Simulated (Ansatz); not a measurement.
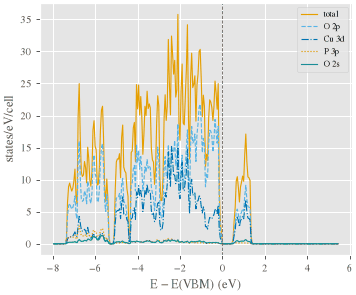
*Total and projected density of states of CuPO4 in space group P2_1/c (No. 14; Pearson symbol mP24), DFT-r²SCAN in the program Ansatz with PAW potentials*

Q: Which orbitals carry the states next to the gap?

A: Top 1 eV of the valence band: O 2p 75 %, Cu 3d 22 %. Bottom 1 eV of the conduction band: O 2p 53 %, Cu 3d 39 %. Projections are on Löwdin-orthogonalised atomic valence shells; empty p or d shells of many metals are not among them.

Q: Where is the tallest occupied peak in this window, and what makes it?

A: Near -2.1 eV, about 36 states/eV per cell; the largest projected share is O 2p.

The workflow started from a Materials Project entry (that database holds measured and hypothetical structures alike); the Crystallography Open Database copy checked does not list it. Whether it is the stable phase at ambient conditions was not checked. Symmetry was held in the r²SCAN relaxation; its stability against distortions is not shown here. No spin polarisation was allowed. No Hubbard U is applied.

Potentials: the later of the program's two PAW sets.
